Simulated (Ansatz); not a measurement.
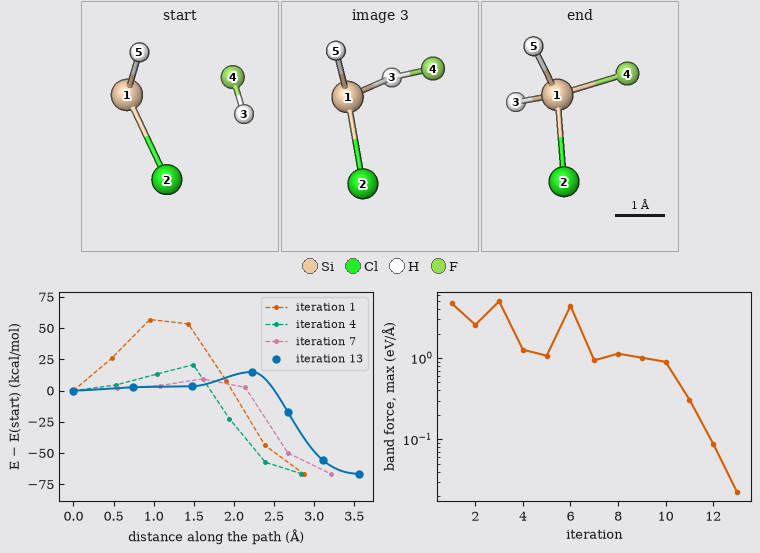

A nudged-elastic-band calculation for SiH2ClF, made up of SiHCl and HF. Images are numbered from 0 (start) to 6 (end). The plot follows the band through its iterations. A ball-and-stick model, seen at a tilt.

All numbers below come from Ansatz 0.2.0, RKS PBE0-D4/def2-SVP. Run with 5 movable images; climbing image.

How did the profile develop, and is the result final?

Answer. The run is converged, with reservations. The band converged in 13 iterations. The largest component of the band force went from 4.7 to 0.022 eV/Å. The climbing image converged on the top of the path. Its curvatures weren't checked. The largest force component is 0.21 eV/Å at the start and 0.88 eV/Å at the end; an end with forces this large is no minimum, and the barrier measured from it can be far off. The first iteration put the highest image at 56.9 kcal/mol. The highest point, image 3, lies 15.0 kcal/mol above the start and 81.4 kcal/mol above the end; the end is at −66.5 kcal/mol relative to the start.

Limits of the set-up: the start holds two separate molecules, 2.3 Å apart at their closest, whose relative position is a soft coordinate.

The run took about 110 core-seconds on a shared host.
